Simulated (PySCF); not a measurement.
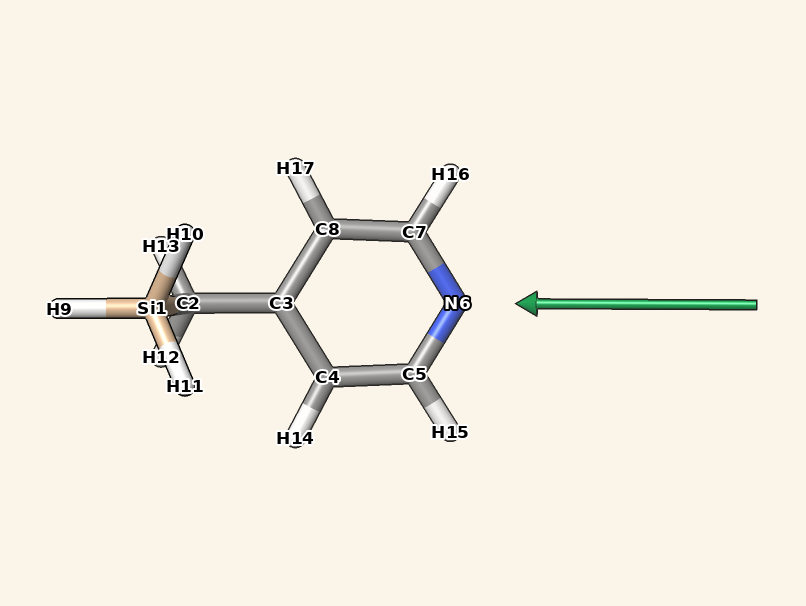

The arrow beside the molecule shows the direction of the dipole moment, from the negative to the positive end (its length means nothing). Computed geometry: PBE0-D3(BJ)/def2-SVP optimisation. No frequency run is at hand to confirm it as a minimum. Method: ωB97X-D/def2-SVPD in acetone (IEF-PCM) (PySCF 2.14.0).

Question: How large is the dipole moment?

Answer: 3.89 D; it points from the side of N6, H15, H16 to the side of H9 (the outermost atoms at the two ends).
